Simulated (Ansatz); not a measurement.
C$_{2}$H$_{4}$O$_{2}$Si

```xyz
9

O    -1.2862   -0.1596   -1.8345
C    -0.6017   -0.0837   -0.8484
C     0.7540    0.6327   -0.6089
O     0.9735    0.3032    0.7716
Si   -0.4443   -0.6219    1.0556
H     1.5568    0.2357   -1.2743
H     0.6775    1.7330   -0.7772
H    -0.1748   -2.0596    1.4129
H    -1.3664   -0.0261    2.0862
```

Computed with UKS PBE-D4/def2-SVP in Ansatz.

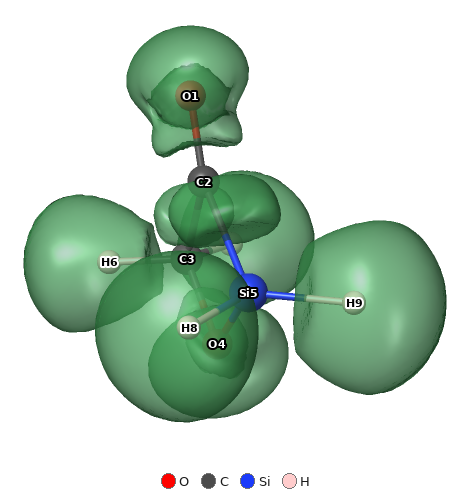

Figure 1. Isosurface of the electron localisation function at 0.75 (green), seen at an oblique angle. Only the valence region is drawn (cores and ρ < 0.01 e/Å³ removed).

**Describe the localisation domains.**

At this value the surface marks out one region between bonded C–C atoms (shared pairs), one region between bonded C–Si atoms (shared pairs), four regions around hydrogen nuclei and two regions on O in which the atom's valence shell and bonds are merged. Along the contacts the grid gives the following. C–O (1.20 Å): the ELF peaks at about 0.85 between the atoms; a multiple bond. C–C (1.55 Å): the ELF peaks at about 0.95 between the atoms; localised, covalent bonding.

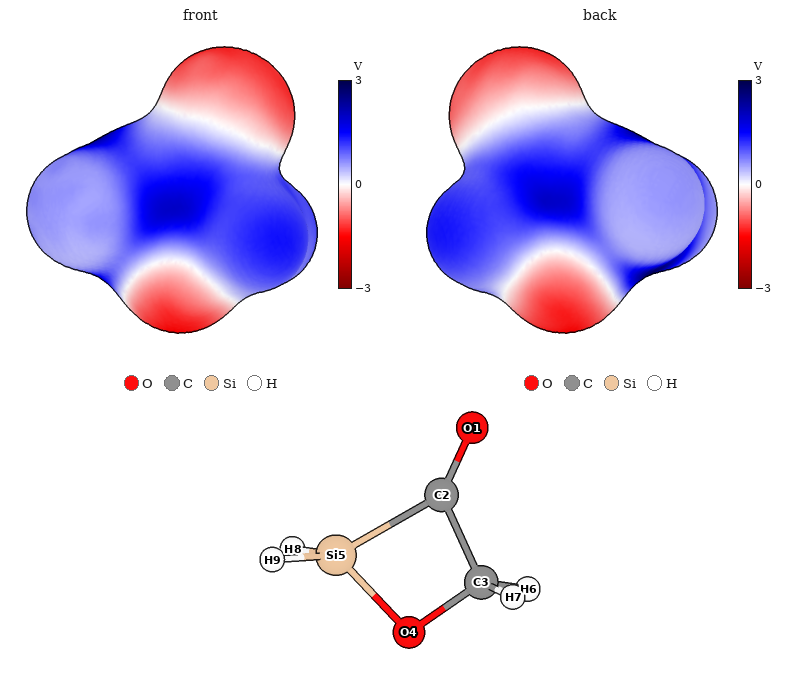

Figure 2. The electrostatic potential painted on the density surface at 0.004 e/bohr³, seen from the front and from behind; the colour scale runs from red (negative) to blue (positive). The bare structure is drawn below in the same view.

**Where is the surface potential most negative and most positive?**

The most negative region (about −1.5 V, or −35 kcal/mol for a unit charge) lies over O4, the most positive (about +2.8 V, or +65 kcal/mol for a unit charge) over Si5. O4 is the likeliest acceptor of a hydrogen bond.

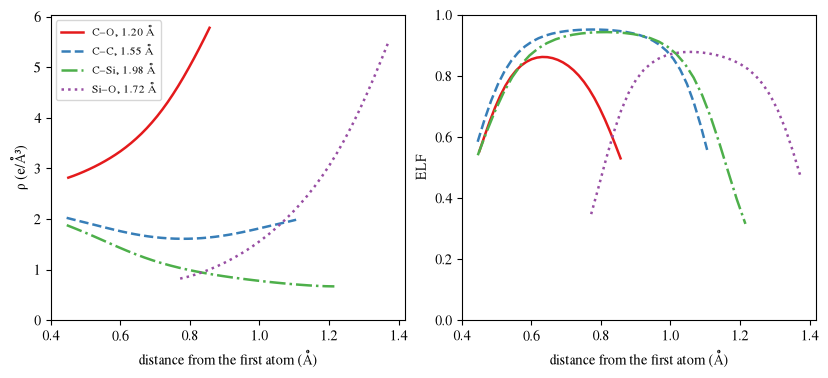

Figure 3. Total electron density and electron localisation function along straight lines between neighbouring atoms. The curves leave out the atomic cores.

**What kind of bonding do the profiles show?**

C–O (1.20 Å): the density is about 3.3 e/Å³ at the midpoint; the ELF peaks at about 0.85 between the atoms: a short, multiple covalent bond.
C–C (1.55 Å): ρ at the midpoint is about 1.6 e/Å³; the ELF peaks at about 0.95 between the atoms: a shared electron pair.
C–Si (1.98 Å): ρ at the midpoint is about 0.78 e/Å³; the ELF peaks at about 0.95 between the atoms: a shared electron pair.
Si–O (1.72 Å): ρ at the midpoint is about 1 e/Å³; the ELF peaks at about 0.90 between the atoms; a shared but strongly polarised pair.

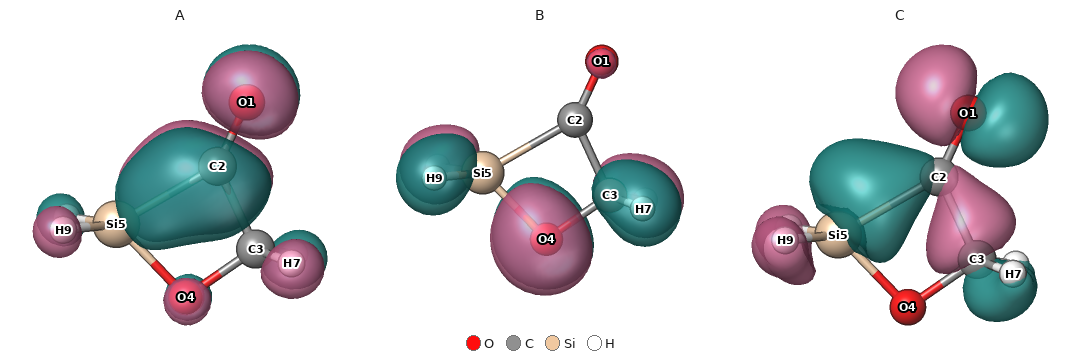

Figure 4. Three frontier orbitals at ±0.1 Å⁻³ᐟ² (teal and pink are the two phases), in no order.

**Which picture is the HOMO−1, the HOMO and the LUMO?**

B is the HOMO−1 (−6.72 eV). It lies mainly on O4 (about 60 %) and C3 (about 10 %). C is the HOMO (−5.66 eV). Its weight (Hirshfeld) is mainly on O1 (about 45 %), Si5 (about 20 %), C2 (about 15 %) and C3 (about 15 %). A is the LUMO (−2.69 eV). By Hirshfeld shares it lies mainly on C2 (about 40 %) and O1 (about 30 %); π-antibonding (π*) across C2–O1.

**What is the HOMO–LUMO gap?**

2.97 eV between the orbital energies.
